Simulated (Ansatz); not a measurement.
Three curves of one kind of scan: energy against volume (even scaling of the relaxed cell, symmetry kept). Method: r2SCAN (plane waves to 500 eV, PAW, scalar-relativistic; Ansatz, a program for electronic structure). Each is measured from its own zero (the relaxed starting cell). 

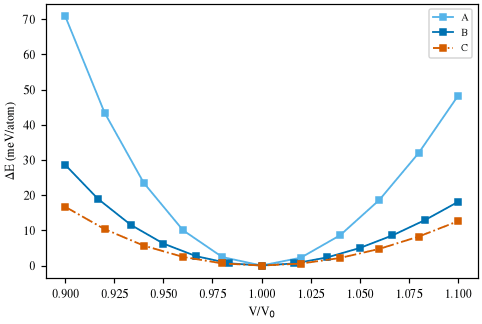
Curves A, B and C.

```tsv
V/V₀	ΔE (meV/atom)
0.900	70.9
0.940	23.5
0.980	2.4
1.020	2.2
1.060	18.6
1.100	48.2
```

**Question.** Which curve does this table belong to?

**Answer.** Curve A, which is Sr$_{2}$ZnMoO$_{6}$ (space group I4/m). The others: B is Te (trigonal-Te type, space group P3_121); C is SiS₂ (SiS2 type, space group Ibam).

All were relaxed with their symmetry unable to fall. Spin-orbit coupling is left out. Sr2ZnMoO6 is run without spin polarisation.

(A scan under strain: stresses follow from slopes of the energy per volume, elastic moduli from its curvatures.)
